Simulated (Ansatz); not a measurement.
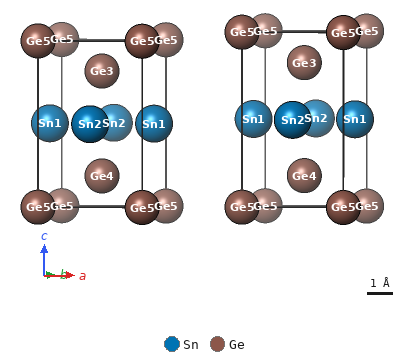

Two geometries of solid Sn2Ge3 (a generated structure, set up in P4/mmm), drawn at one scale. One is the start of a relaxation, the other its converged end. A spheres-only model of the cell of the calculation, seen from a free direction.

Computed with DFT PBE, scalar-relativistic, plane waves, PAW in Ansatz. (plane-wave cutoff 420 eV; k-point mesh 10 × 10 × 6; occupations gaussian; smearing width 0.1 eV; no spin polarisation; cell and atoms relaxed; force threshold 0.01 eV/Å; at most 80 steps)

Question: Which of the two is the end point?

Answer: The right one is the relaxed one. The largest moves relative to the cell, 0.051 Å, are those of Ge3 and Ge4. Ge3 goes along +c. Sn stays in place. The volume changes by −0.2 %, with a = b 4.320 → 4.206 Å (−2.6 %), c 6.724 → 7.077 Å (+5.2 %). Near-neighbour distances that change, for instance: Sn1–Sn2 3.055 → 2.974 Å, Sn1–Ge3 3.028 → 3.105 Å, Ge3–Ge4 2.480 → 2.508 Å. Among the angles between lasting bonds that change: Sn1–Ge3–Sn1 91.0° → 85.3°, Sn1–Ge3–Sn2 60.6° → 57.2°, Sn1–Ge3–Ge4 134.5° → 137.4°. The space group stays P4/mmm (No. 123). After 4 accepted moves (6 points after the start) the energy has fallen by 16.2 meV per atom. Largest force component: 0.099 eV/Å at the start, 0.0028 eV/Å at the end. Pressure: 0.26 GPa at the start and 0.01 GPa at the end. The line search rejected the trial step at point 2 of the run. The SCF was repeated once at an unchanged geometry on a basis and grid sized afresh for the cell, which shifted the energy by 0.1 meV per atom at most.
